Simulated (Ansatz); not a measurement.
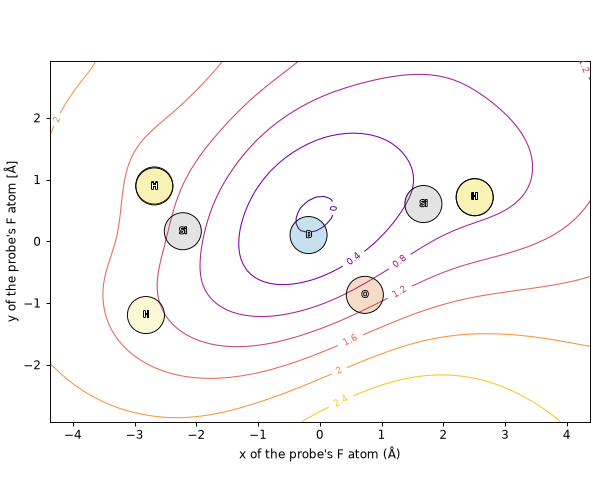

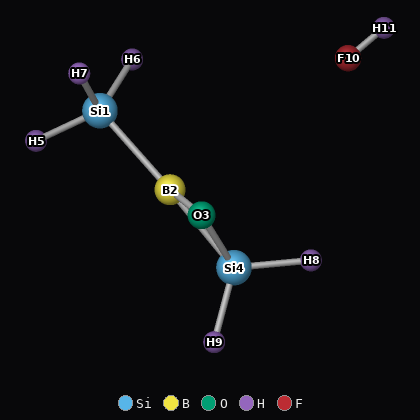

Energy landscape of BH₅OSi₂ (SMILES [SiH3]B1O[SiH2]1) with the probe HF. The probe is moved over a plane parallel to the molecule's main plane, 4.31 Å above it. The first coordinate is: x of the probe's F atom; the second: y of the probe's F atom. Nothing is relaxed (molecule and probe rigid, the probe upright with F nearest the plane). The grid has 13 × 9 points. Energies: kJ/mol, counted from the lowest grid point. Theory: RHF/def2-SVPD (Ansatz 0.2.0).

Drawn: contour lines labelled in kJ/mol, labelled circles for the molecule's atoms, projected on the plane. Between grid points the surface is interpolated. The second picture is the structure at the lowest point.

Question: Describe this landscape.

Answer: The lowest grid point is at x of the probe's F atom = 0.00 Å, y of the probe's F atom = 0.73 Å. It is the only kind of minimum in the scanned range. The highest grid point, x of the probe's F atom = 1.46 Å, y of the probe's F atom = −2.92 Å, lies 2.76 kJ/mol above the lowest. Near the minimum the curvatures are about 0.0047 and 0.01 eV/Å² along the soft and the stiff direction.

Each point was launched as `ansatz run input.yaml --threads 1 --pin off --max-ram 2560MiB --backend cpu --events-out ev --progress --plain --runs-dir out`. Time for the 117 points that were run: 11 min on 1 thread of Arm Neoverse V2, with other jobs on the host.
